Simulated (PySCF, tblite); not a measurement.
**C4H3N2Si radical: geometry, infrared bands and EPR parameters**

Wanted: the infrared bands and EPR parameters of C4H3N2Si radical (`N#CC1=CC=N[SiH]1`), by calculation.

The runs use tblite 0.8.0 and PySCF 2.14.0, with density-fitted response routines of our own; the level of theory stands in each step. All values are computed, except where a source is named. Atoms count from 0, in the outputs and in this text.

## 1. The starting structure

10 atoms, charge 0, multiplicity 2; geometry from: force field or distance geometry start.

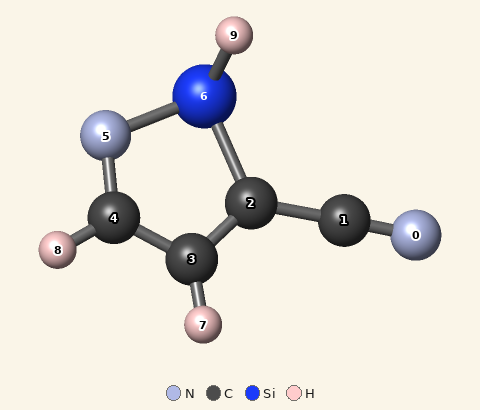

As it starts; nitrogen light blue, carbon dark grey, silicon blue, hydrogen pink, atoms numbered.

## 2. Relaxing the molecule with GFN2-xTB

What the job is given:

```
{"job": {"kind": "relax", "xc": "GFN2-xTB", "basis": "xTB"}, "charge": 0, "multiplicity": 2}
N      3.326400     0.484900    -0.011200
C      2.160700     0.346600    -0.060800
C      0.651600     0.138200    -0.111800
C     -0.035100    -1.048600     0.051900
C     -1.408300    -0.797400    -0.082600
N     -1.864400     0.455800    -0.378800
Si    -0.507000     1.574500    -0.455800
H      0.403600    -2.020000     0.280200
H     -2.145400    -1.592400     0.010900
H     -0.573100     2.463200     0.735500
```

Started as:

```
OMP_NUM_THREADS=1 python probes_run.py task.json out
```

One launch serves the whole session: the jobs run in the order shown.

What it wrote:

```text
step      E/eV     max force
  0    -476.78210    4.535
  1    -477.24546    4.078
  2    -477.11233    7.920
  3    -477.45835    0.983
  4    -477.49744    0.733
  5    -477.54035    0.602
  6    -477.55487    0.629
  7    -477.61558    0.766
  8    -477.66219    0.895
  9    -477.69843    0.559
 10    -477.73222    0.570
 11    -477.75734    0.499
 12    -477.78998    0.736
 13    -477.81305    0.621
 14    -477.83563    0.471
 15    -477.85326    0.484
 16    -477.87354    0.447
 17    -477.89176    0.345
 18    -477.89758    0.243
 19    -477.90036    0.168
 20    -477.90322    0.134
 21    -477.90523    0.097
 22    -477.90589    0.082
 23    -477.90639    0.069
 24    -477.90687    0.082
 25    -477.90774    0.100
 26    -477.90880    0.109
 27    -477.90965    0.076
 28    -477.91013    0.054
 29    -477.91051    0.054
 30    -477.91100    0.072
 31    -477.91169    0.077
 32    -477.91229    0.048
 33    -477.91257    0.037
 34    -477.91267    0.032
 35    -477.91276    0.030
 36    -477.91287    0.037
 37    -477.91296    0.033
 38    -477.91301    0.025
 39    -477.91306    0.021
 40    -477.91311    0.017
 41    -477.91315    0.013
 42    -477.91316    0.009
```

Run time: 0.23 s. Hardware: 1 thread of Arm Neoverse V1, shared host.

Along the way: (not every step is listed) (the energy doesn't fall at every step)

```csv
step,energy from step 0 (eV),largest force (eV/Å)
0,0.0000,4.5345
1,-0.4634,4.0782
2,-0.3302,7.9203
3,-0.6762,0.9827
4,-0.7153,0.7329
5,-0.7582,0.6023
6,-0.7728,0.6286
7,-0.8335,0.7660
8,-0.8801,0.8947
10,-0.9501,0.5697
12,-1.0079,0.7358
14,-1.0535,0.4713
16,-1.0914,0.4473
18,-1.1155,0.2427
20,-1.1211,0.1336
22,-1.1238,0.0822
24,-1.1248,0.0821
26,-1.1267,0.1085
28,-1.1280,0.0538
30,-1.1289,0.0721
32,-1.1302,0.0475
34,-1.1306,0.0323
36,-1.1308,0.0371
37,-1.1309,0.0326
38,-1.1309,0.0255
39,-1.1310,0.0208
40,-1.1310,0.0168
41,-1.1310,0.0129
42,-1.1311,0.0086
```

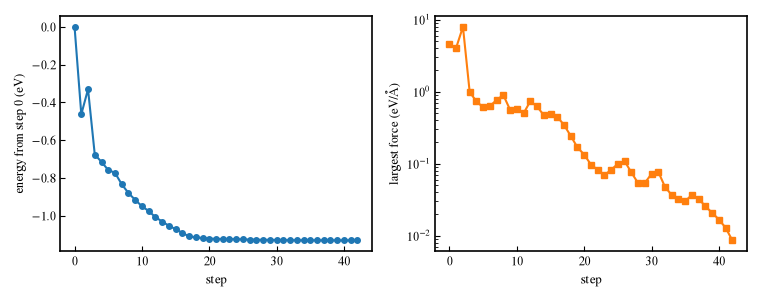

Energy and force, step by step.

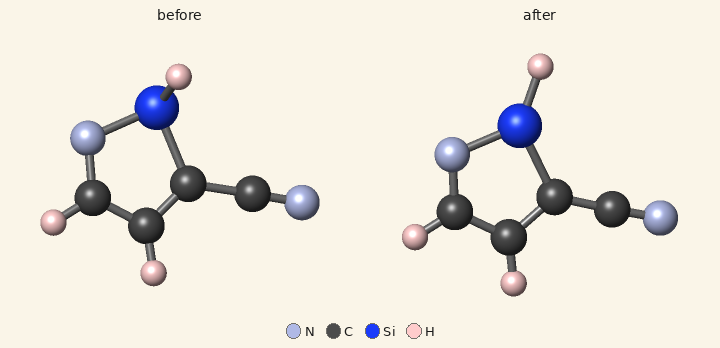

The geometry before (left) and after (right).

Close pairs (by a distance rule), those that changed most:

```csv
bond,before (Å),after (Å),change (Å)
C1–C2,1.524,1.385,-0.139
N5–Si6,1.761,1.690,-0.071
Si6–H9,1.488,1.435,-0.052
C4–N5,1.366,1.332,-0.034
N0–C1,1.175,1.152,-0.023
C3–H7,1.090,1.077,-0.013
C2–Si6,1.877,1.866,-0.011
C2–C3,1.381,1.391,+0.011
```

The final coordinates are the input of the step that follows.

## 3. Infrared spectrum with GFN2-xTB

What the job is given:

```
{"job": {"kind": "ir", "xc": "GFN2-xTB", "basis": "xTB"}, "charge": 0, "multiplicity": 2}
N      3.249210     0.387572     0.069541
C      2.104412     0.258710     0.045125
C      0.724153     0.145684     0.017031
C      0.002326    -1.041946    -0.051937
C     -1.394431    -0.843843    -0.065669
N     -1.882275     0.394250    -0.014866
Si    -0.585335     1.474986     0.059600
H      0.453354    -2.018775    -0.089834
H     -2.097606    -1.660607    -0.117787
H     -0.564926     2.908622     0.126268
```

What it wrote:

```text
mode    cm-1     km/mol
  1     134.7     16.71
  2     141.2     11.07
  3     307.9      4.00
  4     378.0     15.38
  5     437.3     23.34
  6     455.2     15.78
  7     456.7     13.22
  8     503.3     12.40
  9     508.2     21.88
 10     667.4     59.13
 11     737.2     15.38
 12     777.2     14.20
 13     839.0      0.58
 14     957.8     61.82
 15    1060.4      7.75
 16    1159.9      0.07
 17    1217.4     31.16
 18    1267.0      2.76
 19    1361.9     50.23
 20    1447.1     92.47
 21    2316.4    299.85
 22    2509.7    187.89
 23    3084.3     21.15
 24    3118.3     20.83
```

Run time: 0.26 s. Hardware: 1 thread of Arm Neoverse V1, shared host.

The strongest bands and the atoms that carry them (share of the mass-weighted mode):

```csv
cm⁻¹,km/mol,atoms
437,23.3,"N0 21 %, C1 19 %, H9 14 %, N5 13 %"
667,59.1,"Si6 34 %, C3 19 %, C2 15 %, C1 12 %"
958,61.8,"N5 60 %, Si6 26 %"
1217,31.2,"H8 43 %, C2 20 %, N5 15 %, C3 13 %"
1362,50.2,"C4 51 %, C3 19 %, H8 12 %, N5 11 %"
1447,92.5,"C2 46 %, C3 29 %, C4 10 %"
2316,299.9,"C1 61 %, N0 38 %"
2510,187.9,H9 96 %
```

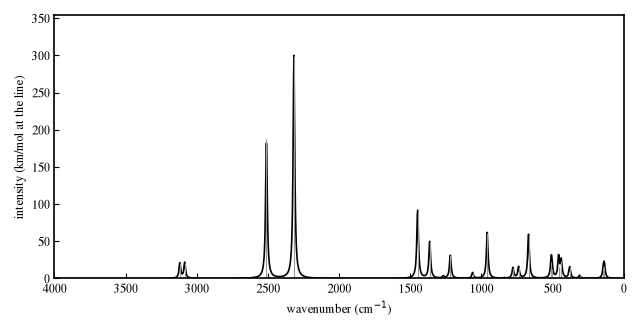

The infrared spectrum from these modes, unscaled. Lines are broadened to a width of 14 cm⁻¹ (Lorentzian).

## 4. g tensor and hyperfine couplings: B3LYP/pcH-1

Settings changed since step 3:

```diff
@@ -1,2 +1,2 @@
-{"job": {"kind": "ir", "xc": "GFN2-xTB", "basis": "xTB"}, "charge": 0, "multiplicity": 2}
+{"job": {"kind": "epr", "basis": "pcH-1"}, "charge": 0, "multiplicity": 2}
 N      3.249210     0.387572     0.069541
```

Level: UKS B3LYP, pcH-1 on C H N Si, non-relativistic, mean-field spin-orbit, GIAO.

What it wrote:

```text
UKS, coarse grid
  cycle   1  E = -553.04296644  |g| = 4.77e-01
  cycle   2  E = -552.30791428  |g| = 1.22e+00
  cycle   3  E = -553.12601731  |g| = 2.62e-01
  cycle   4  E = -553.16051911  |g| = 8.11e-02
  cycle   5  E = -553.16299738  |g| = 5.18e-02
  cycle   6  E = -553.16418061  |g| = 1.93e-02
  cycle   7  E = -553.16440470  |g| = 5.36e-03
  cycle   8  E = -553.16444063  |g| = 2.76e-03
  cycle   9  E = -553.16444907  |g| = 1.30e-03
  cycle  10  E = -553.16445064  |g| = 6.68e-04
UKS, final grid
  cycle   1  E = -553.16442241  |g| = 1.29e-03
  cycle   2  E = -553.16441913  |g| = 2.79e-03
  cycle   3  E = -553.16442334  |g| = 2.69e-04
  cycle   4  E = -553.16442337  |g| = 7.19e-05
  cycle   5  E = -553.16442338  |g| = 5.97e-05
  cycle   6  E = -553.16442338  |g| = 3.18e-05
  cycle   7  E = -553.16442338  |g| = 1.59e-05
E = -553.16442338 Eh   <S^2> = 0.7578 (exact 0.7500)
g shifts (ppm)      1          2          3
  rmc          -133       -133       -133
  gc             36         -2         27
  oz_so        -883        -29       1503
  total        -980       -164       1397
hyperfine (MHz)  atom isotope    a_iso     a_fc   dipolar eigenvalues
    0   14N       1.40       1.41     -2.81     -2.61      5.42
    1   13C      -8.97      -8.97     -3.79      0.03      3.76
    2   13C      -6.11      -6.04     -9.74     -7.16     16.90
    3   13C      -0.72      -0.72    -11.75    -11.21     22.97
    4   13C      21.05      21.06    -25.65    -23.95     49.61
    5   14N      -3.11      -3.08     -3.77      1.08      2.69
    6  29Si    -102.11    -102.87   -126.66     62.93     63.73
    7    1H     -11.66     -11.67     -6.88     -2.14      9.02
    8    1H     -23.66     -23.66    -12.68     -1.61     14.29
    9    1H     -36.68     -36.69     -8.29      1.97      6.32
```

Wall time 43 s (1 thread of Arm Neoverse V1, shared host); peak memory 0.81 GiB.

Principal g values 2.00134, 2.00216, 2.00372; g(iso) = 2.00240, against 2.00232 for a free electron.

Hyperfine couplings, nucleus by nucleus at this fixed geometry (no averaging over rotations):

```csv
nuclei,isotope,a(iso) (MHz),"a(iso) (G, at g = 2.0023)",largest dipolar term (MHz)
Si6,29Si,-102.1,-36.4,-126.7
H9,1H,-36.7,-13.1,-8.3
H8,1H,-23.7,-8.4,14.3
C4,13C,21.0,7.5,49.6
H7,1H,-11.7,-4.2,9.0
C1,13C,-9.0,-3.2,-3.8
C2,13C,-6.1,-2.2,16.9
N5,14N,-3.1,-1.1,-3.8
N0,14N,1.4,0.5,5.4
C3,13C,-0.7,-0.3,23.0
```

Mulliken spin populations:

```csv
atom,value (e)
N0,0.06
C1,-0.03
C2,0.10
C3,0.12
C4,0.28
N5,-0.07
Si6,0.60
H7,-0.01
H8,-0.02
H9,-0.03
```

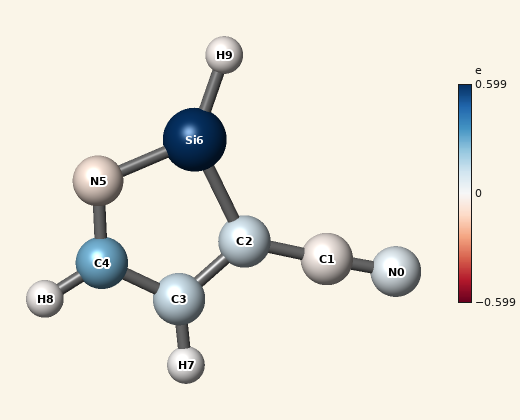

Mulliken spin populations, as colours on the atoms.

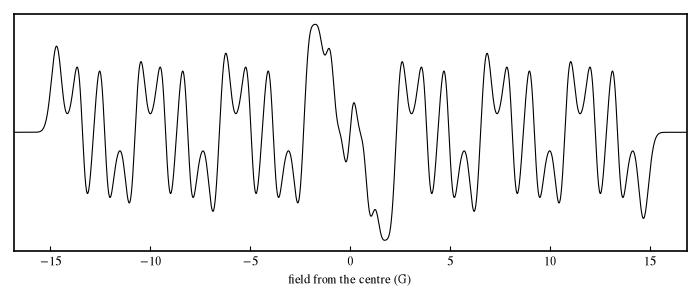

First-order isotropic spectrum (first derivative, main isotopes with spin only, couplings over 0.8 MHz, Gaussian width 0.3 G; couplings of the frozen geometry, rotation of groups not averaged beyond the rows shown).

The fields below are evaluated on a grid from the run's orbitals.

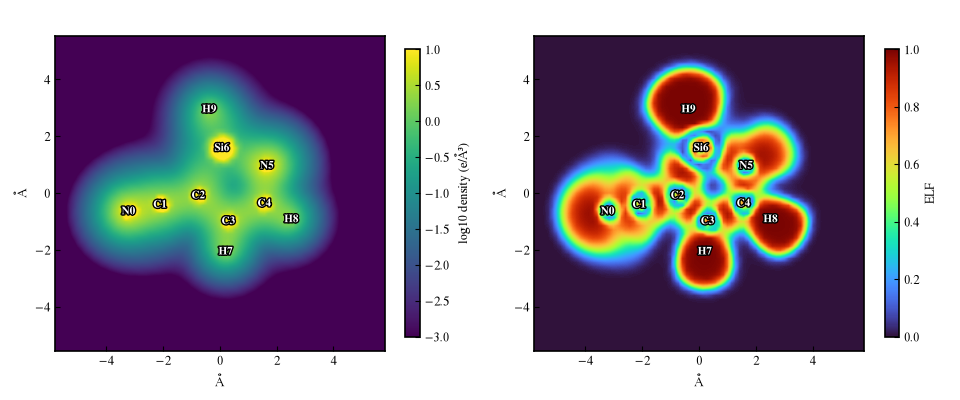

Density (left) and ELF (right) in a plane through or near 10 of the atoms.

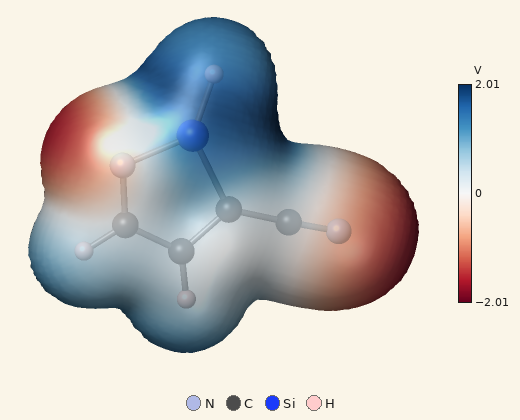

Electrostatic potential on the surface of density 0.002 e/bohr³; red is low, blue high. It runs from -1.80 V near N0 to 2.01 V near H9.

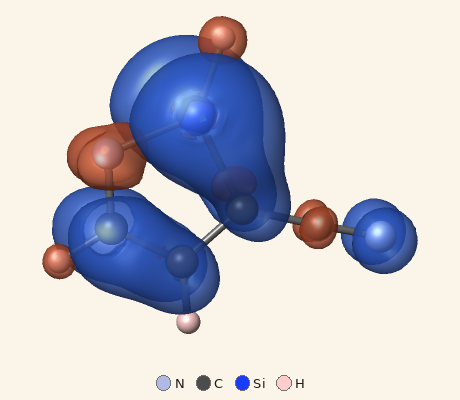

Spin density at ±0.01 e/Å³ (alpha excess blue, beta excess red).

## 5. Results

| quantity | value |
| --- | --- |
| strongest single infrared mode (GFN2-xTB) | 2316 cm⁻¹, 300 km/mol |
| zero-point energy (GFN2-xTB) | 36.9 kcal/mol |
| g(iso) (B3LYP) | 2.00240 |
| ⟨S²⟩ | 0.758 (exact 0.75) |
| largest a(iso) | 29Si on Si6, -102.1 MHz |
| surface potential, least and greatest | -1.80 V and 2.01 V |

In words: The optimisation took 42 steps and gained 1.131 eV; among the close pairs (by a distance rule), C1–C2 changed most, from 1.524 to 1.385 Å. All 24 modes are real, so the xTB geometry is a minimum. The strongest single mode, at 2316 cm⁻¹, moves mainly C1 and N0. GFN2-xTB is a fitted tight-binding method: band positions and strengths are rough. Its intensities can rank the bands wrongly. The largest share of the spin, 0.60 e, sits on Si6. The isotropic g lies 0.1 ppt above the free-electron value.
